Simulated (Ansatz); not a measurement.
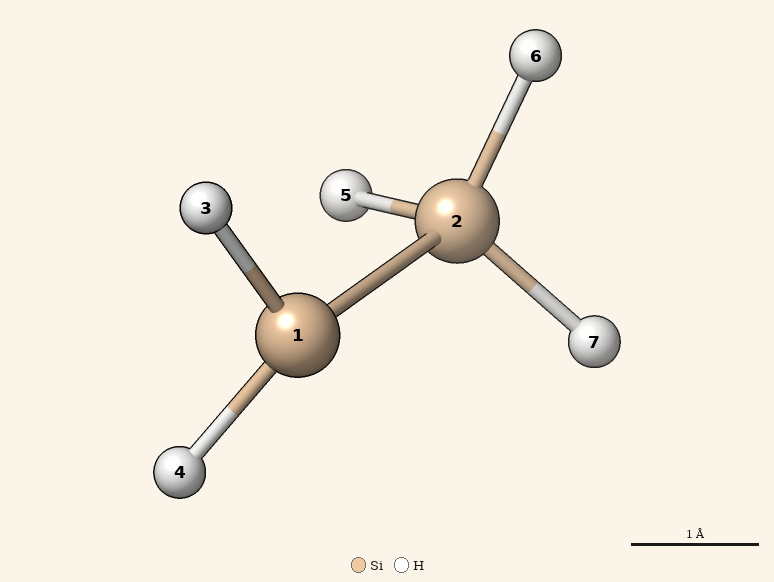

Simulated data, not a measurement (program: Ansatz).

Atoms carry their numbers in the input. Charge 0, doublet. Geometry: moved along internal coordinates away from the minimum.

Which atoms are bonded, and how long are the bonds?

| bond | length (Å) | order |
| --- | --- | --- |
| Si1–Si2 | 2.324 | single |
| Si1–H3 | 1.488 | single |
| Si1–H4 | 1.488 | single |
| Si2–H5 | 1.487 | single |
| Si2–H6 | 1.490 | single |
| Si2–H7 | 1.487 | single |
